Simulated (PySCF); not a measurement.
```xyz
16

C     1.9363    0.2131   -0.1630
C     0.5187   -0.0020   -0.6687
C    -0.3472    1.2101   -0.2363
O    -0.1133    2.3460   -0.4434
C    -1.5447    0.6962    0.5366
C    -1.2952   -0.7587    0.8339
O    -1.8507   -1.4321    1.6189
C    -0.1624   -1.2491   -0.1593
F    -0.8163   -1.9151   -1.1446
H     2.3000    1.1896   -0.4774
H     2.5839   -0.5633   -0.5742
H     2.0106    0.1514    0.9229
H     0.4940    0.0136   -1.7682
H    -2.4474    0.7889   -0.0882
H    -1.7568    1.2879    1.4359
H     0.4829   -1.9676    0.3639
```

Geometry: GFN2-xTB.

Method: UKS B3LYP, pcH-1 on C F H O, non-relativistic, mean-field spin-orbit, GIAO in PySCF 2.14.0, density-fitted response routines.

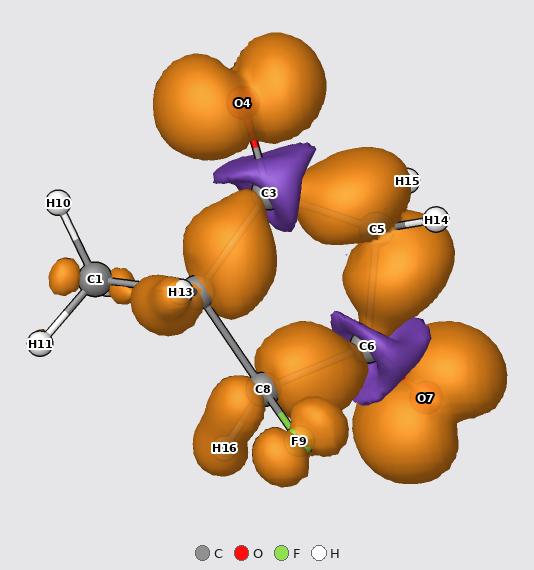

C6H7FO2 (charge +1, doublet). Isosurfaces of the spin density (α minus β) at +0.015 (orange) and −0.015 e/Å³ (purple), seen across its widest extent.

**Which atoms carry the spin?**

The unpaired spin (1 electron) lies mostly on O4 (about 0.3), O7 (about 0.3) and C5 (about 0.1), in electrons by Hirshfeld's partition.
